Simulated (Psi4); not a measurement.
# [O2]− (superoxide): UCCSD/6-311+G(d,p) (Cholesky decomposition, cholesky tolerance 1e-05, sweep point 7)

Aim: the vertical doublet–quartet gap of [O2]− (superoxide) at UCCSD/6-311+G** (Cholesky decomposition, cholesky tolerance 1e-05, sweep point 7), from 2 runs. 

The calculation is run with Psi4 1.11.

2 further runs of the same task are left out: 2 set aside as unsound or not needed.

### 1 The molecule

The species is [O2]− (2 atoms), meant as a doublet with charge -1. As SMILES, `[O][O-]`. The shape is that of a GFN2-xTB optimisation.

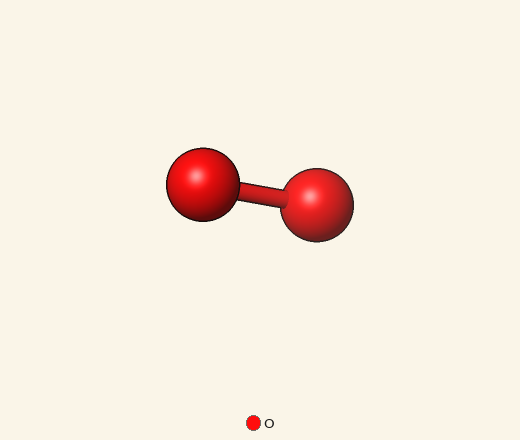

The structure, seen from a chosen angle (oxygen red).

### 2 The energy at UCCSD/6-311+G(d,p) (Cholesky decomposition, cholesky tolerance 1e-05, sweep point 7)

Input file input.inp:

```
memory 1600 mb

molecule molecule1 {
  -1 2
  O      0.000000     0.000000     0.000000
  O      0.000000     0.000000     1.341480
  symmetry c1
}

set {
  basis              6-311+G**
  reference          uhf
  puream             true
  scf_type           cd
  num_frozen_docc    2
  cholesky_tolerance 1e-05
  maxiter            150
}

energy("ccsd")
```

On the command line:

```console
$ psi4 -i input.inp -o input.out -n 1
```

input.out:

```text
[...]
  Running in c1 symmetry.
[...]
  Nuclear repulsion =   25.246251515400900
[...]
  Multiplicity = 2
[...]
  Nalpha       = 9
  Nbeta        = 8
[...]
    Number of basis functions: 44
[...]
   @UHF iter   1:  -149.57762870682501   -1.03688e+00   7.39769e-03 DIIS/ADIIS
[...]
   @UHF iter  12:  -149.63182240489766   -4.54747e-13   8.93399e-09 DIIS
[...]
   @S^2 Observed:                7.890634921E-01
[...]
    Orbital Energies [Eh]
    ---------------------
    Alpha Occupied:
       1A    -20.323493     2A    -20.323109     3A     -1.192294
       4A     -0.814011     5A     -0.395001     6A     -0.340520
       7A     -0.316924     8A     -0.184179     9A     -0.124067
    Alpha Virtual:
      10A      0.374208    11A      0.411025    12A      0.446320
      13A      0.454931    14A      0.493469    15A      0.501334
      16A      0.528663    17A      0.650924    18A      0.711706
      19A      1.477829    20A      1.504469    21A      1.510606
      22A      1.528621    23A      1.541181    24A      1.571579
      25A      1.837101    26A      2.076318    27A      3.048942
[...]
  @UHF Final Energy:  -149.63182240489766
   => Energetics <=
    Nuclear Repulsion Energy =             25.2462515154008997
    One-Electron Energy =                -262.5070476616177189
    Two-Electron Energy =                  87.6289737413191716
    Total Energy =                       -149.6318224048976617
  UHF NO Occupations:
  HONO-2 :    7  A 1.9988188
  HONO-1 :    8  A 1.9831753
[...]
 Multipole Moments:
 ------------------------------------------------------------------------------------
     Multipole            Electronic (a.u.)      Nuclear  (a.u.)        Total (a.u.)
 ------------------------------------------------------------------------------------
 L = 1.  Multiply by 2.5417464519 to convert [e a0] to [Debye]
 Dipole X            :         -0.0000000            0.0000000           -0.0000000
 Dipole Y            :          0.0000000            0.0000000            0.0000000
 Dipole Z            :          0.0000013            0.0000000            0.0000013
 Magnitude           :                                                    0.0000013
[...]
      * MP2 total energy                      = -150.028162323608285
[...]
      * CCSD total energy                     = -150.031286884688768
[...]
```

It took 4.8 s on 1 thread of Intel Xeon Gold 6455B (Sapphire Rapids), shared host; peak memory 0.23 GiB.

### 3 The quartet at the same level

Input file input.in:

```
memory 1600 mb

molecule mol {
  -1 4
  O      0.000000     0.000000     0.000000
  O      0.000000     0.000000     1.341480
  symmetry c1
}

set {
  reference uhf
  puream true
  scf_type cd
  num_frozen_docc 2
  cholesky_tolerance 1e-05
  maxiter 150
}

e, wfn = energy('ccsd/6-311+G**', return_wfn=True)
print_variables()
```

On the command line:

```console
$ psi4 -i input.in -o input.out -n 1
```

input.out:

```text
[...]
  Running in c1 symmetry.
[...]
  Nuclear repulsion =   25.246251515400900
[...]
  Multiplicity = 4
[...]
  Nalpha       = 10
  Nbeta        = 7
[...]
    Number of basis functions: 44
[...]
   @UHF iter   1:  -149.40456254235437   -8.63816e-01   6.88160e-03 ADIIS/DIIS
[...]
   @UHF iter  15:  -149.47420024568848   -1.79057e-12   5.16476e-09 DIIS
[...]
   @S^2 Observed:                3.832449694E+00
[...]
    Orbital Energies [Eh]
    ---------------------
    Alpha Occupied:
       1A    -20.474096     2A    -20.473845     3A     -1.367048
       4A     -0.987878     5A     -0.527478     6A     -0.527478
       7A     -0.469910     8A     -0.326158     9A     -0.326158
      10A      0.123641
    Alpha Virtual:
      11A      0.351760    12A      0.409047    13A      0.409047
      14A      0.462254    15A      0.462254    16A      0.478974
      17A      0.479864    18A      0.624086    19A      1.385399
      20A      1.385399    21A      1.414777    22A      1.452857
      23A      1.457999    24A      1.457999    25A      1.725135
[...]
  @UHF Final Energy:  -149.47420024568848
   => Energetics <=
    Nuclear Repulsion Energy =             25.2462515154008997
    One-Electron Energy =                -260.5467312795509542
    Two-Electron Energy =                  85.8262795184615470
    Total Energy =                       -149.4742002456885075
  UHF NO Occupations:
  HONO-2 :    8  A 1.0000000
  HONO-1 :    9  A 1.0000000
[...]
 Multipole Moments:
 ------------------------------------------------------------------------------------
     Multipole            Electronic (a.u.)      Nuclear  (a.u.)        Total (a.u.)
 ------------------------------------------------------------------------------------
 L = 1.  Multiply by 2.5417464519 to convert [e a0] to [Debye]
 Dipole X            :         -0.0000000            0.0000000           -0.0000000
 Dipole Y            :          0.0000000            0.0000000            0.0000000
 Dipole Z            :         -0.0001309            0.0000000           -0.0001309
 Magnitude           :                                                    0.0001309
[...]
      * MP2 total energy                      = -149.886344817422980
[...]
      * CCSD total energy                     = -149.881045848458314
[...]
```

Run time: 5.4 s. Hardware: 1 thread of Intel Xeon Gold 6455B (Sapphire Rapids), shared host; peak memory 0.23 GiB.

### 4 Results

Level: UCCSD/6-311+G** (Cholesky decomposition, cholesky tolerance 1e-05, sweep point 7), 2 core orbitals frozen.

| quantity | value |
| --- | --- |
| doublet: total energy | -150.03129 Eh |
| doublet: HOMO energy (Hartree–Fock orbitals) (highest over α and β) | -2.36 eV |
| doublet: LUMO energy (Hartree–Fock orbitals) (lowest over α and β) | 10.18 eV |
| doublet: correlation energy (2 core orbitals frozen) | -399.5 mEh |
| doublet: ⟨S²⟩ of the reference determinant | 0.789 |
| doublet: T1 diagnostic | 0.034 |
| quartet: total energy | -149.88105 Eh |
| quartet: HOMO energy (Hartree–Fock orbitals) (highest over α and β) | 3.36 eV |
| quartet: LUMO energy (Hartree–Fock orbitals) (lowest over α and β) | 8.65 eV |
| quartet: correlation energy (2 core orbitals frozen) | -406.8 mEh |
| quartet: ⟨S²⟩ of the reference determinant | 3.832 |
| quartet: T1 diagnostic | 0.039 |
| vertical energy of the quartet above the doublet | 4.088 eV |

At this shape the quartet lies 4.09 eV (394 kJ/mol) above the doublet. For an anion a state so high probably lies above electron detachment. The HOMO (quartet) lies at positive energy, 3.36 eV: the electron is unbound at this level or held by a compact basis; values depend on the basis.
